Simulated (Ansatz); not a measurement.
Consider CH5FSi···H2O.

```yaml
atoms:
  - { symbol: Si, position_ang: [-0.5477, -0.0215, -1.1408] }
  - { symbol: O, position_ang: [0.9232, 1.6782, 1.4218] }
  - { symbol: H, position_ang: [-0.7481, -0.7211, -2.4554] }
  - { symbol: H, position_ang: [-1.6060, 1.0239, -0.9472] }
  - { symbol: C, position_ang: [-0.4471, -1.2108, 0.2968] }
  - { symbol: H, position_ang: [1.1611, 1.6417, 0.4716] }
  - { symbol: F, position_ang: [0.9071, 0.7770, -1.2706] }
  - { symbol: H, position_ang: [1.6380, 1.1563, 1.8319] }
  - { symbol: H, position_ang: [0.3148, -1.9971, 0.1230] }
  - { symbol: H, position_ang: [-1.4252, -1.7032, 0.4738] }
  - { symbol: H, position_ang: [-0.1702, -0.6231, 1.1952] }
```

The calculation used Ansatz 0.2.0, RKS PBE/def2-SVP.

**What will maps of the electron density and electron localisation function show?**

Si–F (1.66 Å): ρ is about 0.91 e/Å³ halfway; the ELF peaks at about 0.85 in the valence shell of F, 0.6 Å from its nucleus, and is about 0.40 at the midpoint.
C–Si (1.87 Å): the density is about 0.97 e/Å³ at the midpoint; the ELF peaks at about 0.95 between the atoms (a shared electron pair).
C–H (1.11 Å): ρ is about 1.8 e/Å³ halfway; the ELF climbs to about 1 towards the hydrogen, as it does in any bond to H; a covalent bond by its length.

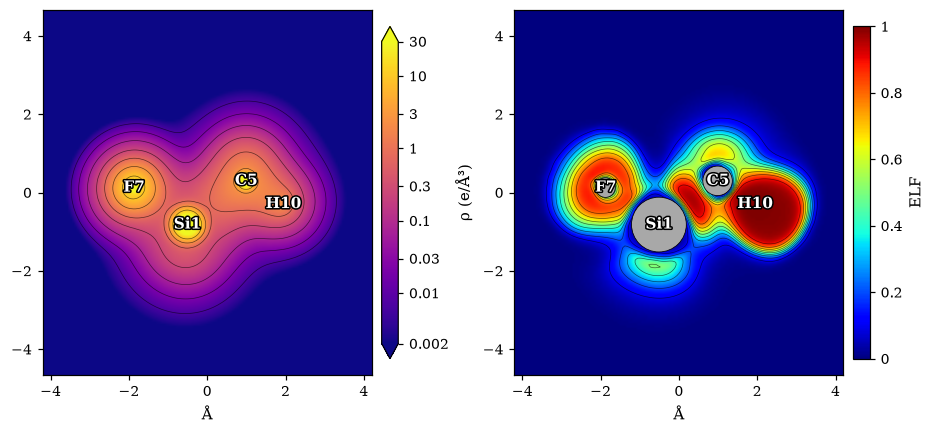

Computed electron density and electron localisation function on the plane of atoms Si1, C5 and H10, in this order. Grey discs cover the atomic cores in the ELF map. 
